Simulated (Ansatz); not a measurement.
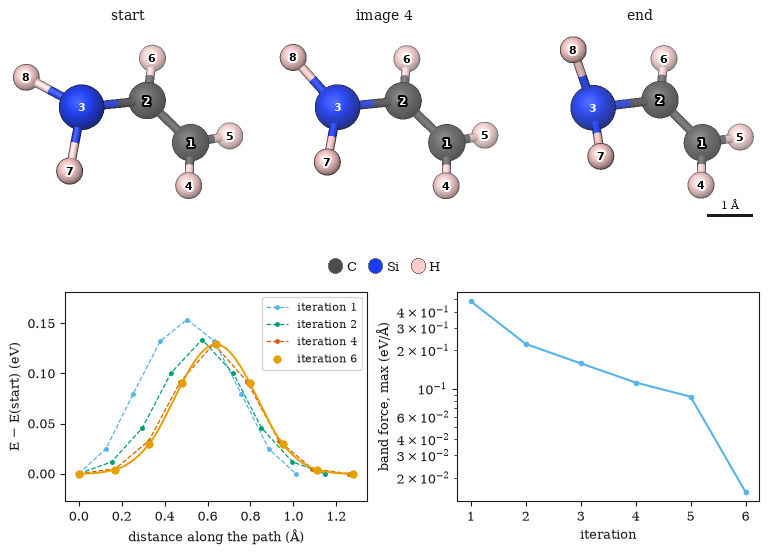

A nudged-elastic-band calculation for C$_{2}$H$_{5}$Si (multiplicity 2). Images are numbered from 0 (start) to 8 (end). The plot follows the band through its iterations. The picture is a ball-and-stick view, seen at a tilt.

Computed with UKS PBE-D4/6-31G* in Ansatz.

Input
```yaml
crystal:
  periodic: [false, false, false]
  atoms:
    - { symbol: C, position_ang: [-0.413117, 0.944237, -0.890014] }
    - { symbol: C, position_ang: [-0.358125, 0.349173, 0.327377] }
    - { symbol: Si, position_ang: [0.896209, -0.921334, 0.817567] }
    - { symbol: H, position_ang: [0.26885, 0.668283, -1.703279] }
    - { symbol: H, position_ang: [-1.147065, 1.725013, -1.12324] }
    - { symbol: H, position_ang: [-1.064085, 0.688353, 1.099297] }
    - { symbol: H, position_ang: [1.543997, -1.573084, -0.371751] }
    - { symbol: H, position_ang: [0.365535, -1.937741, 1.788243] }
magnetization:
  spin_polarized: true
  initial_magnetization: 1
basis:
  gaussian: { orbitals: "6-31G*" }
hamiltonian:
  xc: pbe
  dispersion: d4
neb:
  order_check: false
  images: 7
  f_tol: 0.05
  max_iterations: 60
  initial_path: idpp
  spring: 0.1
  final_atoms:
    - { symbol: C, position_ang: [-0.37838059, 0.97355962, -0.87091359] }
    - { symbol: C, position_ang: [-0.47857165, 0.2432864, 0.26729326] }
    - { symbol: Si, position_ang: [0.41466186, -1.3503997, 0.56505538] }
    - { symbol: H, position_ang: [0.29600903, 0.68712088, -1.68681156] }
    - { symbol: H, position_ang: [-0.95970433, 1.89003498, -1.02866773] }
    - { symbol: H, position_ang: [-1.18659258, 0.58326832, 1.03712489] }
    - { symbol: H, position_ang: [1.60073948, -1.51680599, -0.34373402] }
    - { symbol: H, position_ang: [0.78403777, -1.56716452, 2.00485337] }
```

Command:
```bash
ansatz run input.yaml --threads 1 --pin off --max-ram 2048MiB --backend cpu --events-out ev --progress --plain --runs-dir out
```

> Judge this run.

The run is converged, with reservations. The band converged in 6 iterations. The largest component of the band force went from 0.48 to 0.016 eV/Å. The climbing image converged on the top of the path. Its curvatures weren't checked. The spring constant is far from the usual few eV/Å², which spoils the spacing or the steps. The first iteration put the highest image at 0.154 eV. The two ends have the same energy, and the highest point, image 4, lies 0.129 eV above the start.

Cost: 86 s on 1 thread of AMD EPYC 7R43 64-Core Processor (Zen 3), on a shared host, peak memory 0.13 GiB.
